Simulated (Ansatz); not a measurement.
Mg₂Si₂ (charge −1, quartet)

Input

```
crystal:
  periodic: [false, false, false]
  atoms:
    - {symbol: Mg, position_ang: [-1.018568, 1.606655, -1.225210]}
    - {symbol: Mg, position_ang: [0.742646, -2.049816, 0.605809]}
    - {symbol: Si, position_ang: [1.102481, 0.405226, -0.251351]}
    - {symbol: Si, position_ang: [-0.826557, 0.037944, 0.870742]}
basis:
  gaussian: {orbitals: def2-TZVPD, initial_orbitals: start.molden}
total_charge: -1
magnetization: {spin_polarized: true, initial_magnetization: 3}
hamiltonian: {xc: pbe0, dispersion: d4}
scf: {omitted_lower_state_checks: [starts]}
output: {orbitals: {seedname: orbitals}}
```

Command:

```sh
ansatz run in.yaml --threads 4 --pin off --events-out ev --progress --plain --max-ram 3916MiB
```

Geometry: r2SCAN-D4/def2-TZVPD.

These are results of Ansatz 0.2.0, UKS PBE0-D4/def2-TZVPD, not measurements.

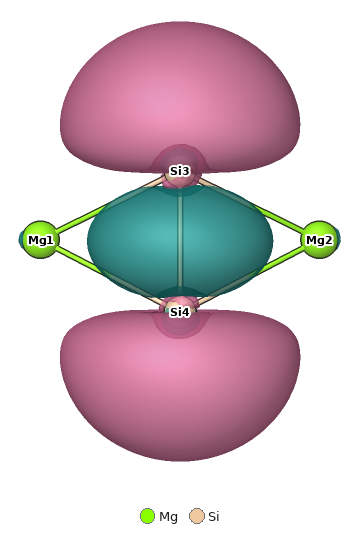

Figure 1. The HOMO (β) at ±0.06 Å⁻³ᐟ² (teal and pink are the two phases), seen at a tilt.

Q: Where does this orbital lie, and at what energy?

A: By Hirshfeld shares it lies mainly on Si4 (about 45 %), Si3 (about 45 %), Mg2 (about 5 %) and Mg1 (about 5 %). Its energy is −1.23 eV.

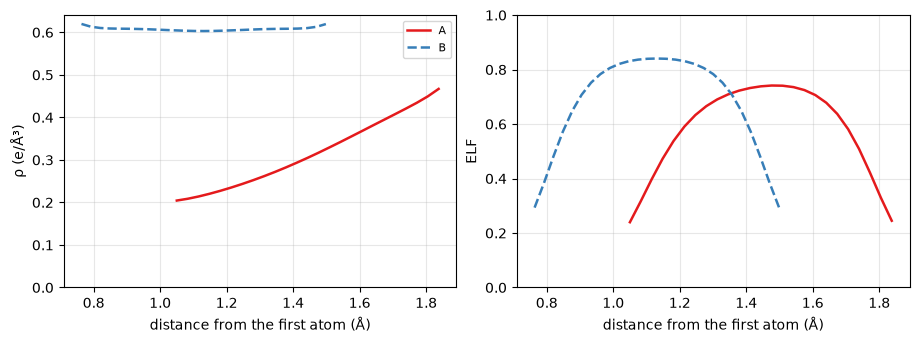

Figure 2. Electron density and ELF along straight lines between neighbouring atoms. The curves leave out the atomic cores.

Q: Which curve belongs to which contact (Mg–Si and Si–Si)? The first atom named is at distance zero.

A: Curve A: Mg–Si (2.63 Å): ρ at the midpoint is about 0.26 e/Å³; the ELF peaks at about 0.75 in the valence shell of Si, 1.1 Å from its nucleus, and is about 0.70 at the midpoint. Curve B: Si–Si (2.26 Å): the density is about 0.6 e/Å³ at the midpoint; the ELF peaks at about 0.85 between the atoms, as expected for localised, covalent bonding.
